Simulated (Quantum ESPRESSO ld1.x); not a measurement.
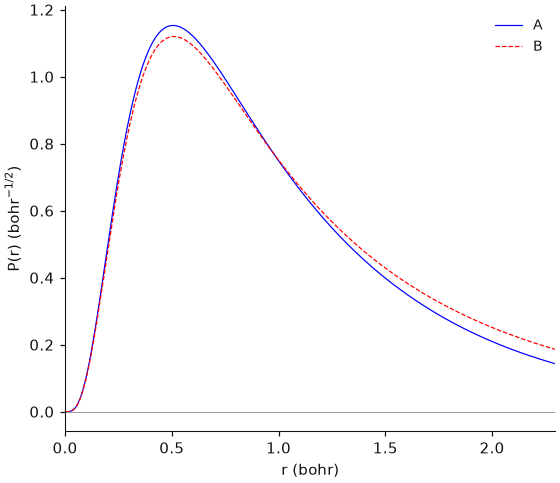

Two charge states of erbium were computed: Er²⁺ in [Xe] 4f12; Er³⁺ in [Xe] 4f11. Level of theory: scalar-relativistic Kohn-Sham, revPBE, spin-unpolarised, spherical densities, point nucleus. Computed with Quantum ESPRESSO ld1.x 7.5.

The plot shows P(r) = r R(r) of the 4f orbital in both runs (large components where relativistic).

**Which curve belongs to which run?**

A is Er³⁺ in [Xe] 4f11 (⟨r⟩ = 0.766 bohr, eigenvalue −35.4 eV); B is Er²⁺ in [Xe] 4f12 (⟨r⟩ = 0.820 bohr, eigenvalue −17.4 eV). Fewer electrons screen less, so the orbital shrinks.
